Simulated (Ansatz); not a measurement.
**Fields on a plane of Cs2SnI6 (K2PtCl6 type, space group Fm-3m)**

```yaml
crystal:
  lattice:
    - [0.00000, 6.01654, 6.01654]
    - [6.01654, 0.00000, 6.01654]
    - [6.01654, 6.01654, 0.00000]
  atoms:
    - { symbol: Cs, position: [0.25000, 0.25000, 0.25000] }
    - { symbol: Cs, position: [0.75000, 0.75000, 0.75000] }
    - { symbol: Sn, position: [0.00000, 0.00000, 0.00000] }
    - { symbol: I, position: [0.75807, 0.24193, 0.24193] }
    - { symbol: I, position: [0.24193, 0.75807, 0.75807] }
    - { symbol: I, position: [0.24193, 0.75807, 0.24193] }
    - { symbol: I, position: [0.75807, 0.24193, 0.75807] }
    - { symbol: I, position: [0.24193, 0.24193, 0.75807] }
    - { symbol: I, position: [0.75807, 0.75807, 0.24193] }
```

The slice is a {100} plane (indices of the conventional cell) through the point (0.750, 0.750, 0.750) (fractional), spanned by u = [100] and v = [0 1 -1] in vectors of this cell: u (8.51 Å) and v (8.51 Å, at 90° to u). It covers one period; positions are fractions (u, v).

Atoms on it: Cs at (0.50, 0.50); Cs at (0.00, 0.00); I at (0.00, 0.50), 0.1 Å off the plane; I at (0.50, 0.00), 0.1 Å off the plane. Other atoms lie within 1 Å of the plane.

Calculation: PBE (plane waves to 420 eV, PAW, scalar-relativistic; Ansatz, a program for electronic structure). k mesh 5×5×5. Inside the PAW spheres the values are not all-electron values, and peaks at nuclei hang on which shells count as valence. Cs2SnI6 was relaxed with its symmetry unable to fall. Spin-orbit coupling is left out, though I is heavy. The relaxed volume of Cs2SnI6 is well above the measured one; the method has no dispersion term.

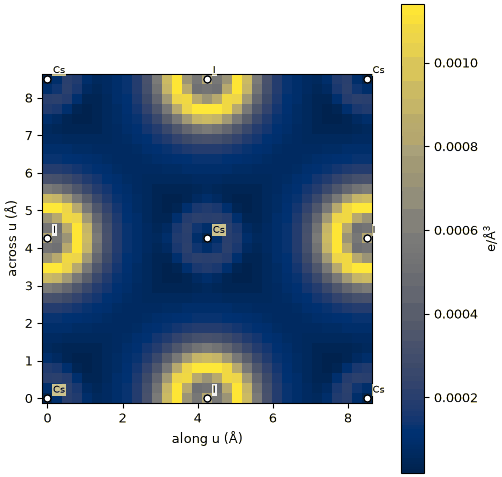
Fig. 1. Density of the lowest conduction band (whole band as if filled, smooth part) in e/Å³, one period of the plane, atoms marked. 

```
|+*##*+=--==+*#%@@@%#*+==--=+*##*|
|###**+=---=+**#%%%#**+=---=+**##|
|##**+=--:-==+**###**+==-:--=+**#|
|***+=--::--=++*****++=--::--=+**|
|+++=--::::--==+++++==--::::--=++|
|===--::.:::--=======--:::.::--==|
|----::...:::---===---:::...::---|
|---::::...::::-----::::...::::--|
|==---:::...::-------::...:::---=|
|====--:::.::--=====--::.:::--===|
|+++==--::::--=+++++=--::::--==++|
|***++=--::--=+*****+=--::--=++**|
|##**+==-:--=+**###**+=--:-==+**#|
|%%#**+=---=+**#####**+=---=+**#%|
|@@%#*+==--=+*##*+*##*+=--==+*#%@|
|@@%#*+==--=+*##+ +##*+=--==+*#%@|
|@@%#*+==--=+*##*+*##*+=--==+*#%@|
|%%#**+=---=+**#####**+=---=+**#%|
|##**+==-:--=+**###**+=--:-==+**#|
|***++=--::--=+*****+=--::--=++**|
|+++==--::::--=+++++=--::::--==++|
|====--:::.::--=====--::.:::--===|
|==---:::...::-------::...:::---=|
|---::::...::::-----::::...::::--|
|----::...:::---===---:::...::---|
|===--::.:::--=======--:::.::--==|
|+++=--::::--==+++++==--::::--=++|
|***+=--::--=++*****++=--::--=+**|
|##**+=--:-==+**###**+==-:--=+**#|
|###**+=---=+**#%%%#**+=---=+**##|
|+*##*+=--==+*#%@@@%#*+==--=+*##*|
| +##*+=--==+*#%@@@%#*+==--=+*##+|
```
Scale: ten equal steps from -3.00 (start of ' ') to 1.27 (end of '@'), in the order ' .:-=+*#%@'. Values: log₁₀ of the valence density in e/Å³. The map has 32 points along u (one character each, u = 0 at the left) and 32 along v (v = 0 in the bottom row). The scale is logarithmic, as a density can span decades between atoms and voids; values under 0.001 e/Å³ are set to 0.001.

| Item | Result |
|---|---|
| Element round which the density of the highest valence band (whole band, smooth part) is largest on this plane | I |
| Element round which the density of the lowest conduction band (whole band as if filled, smooth part) is largest on this plane | I |
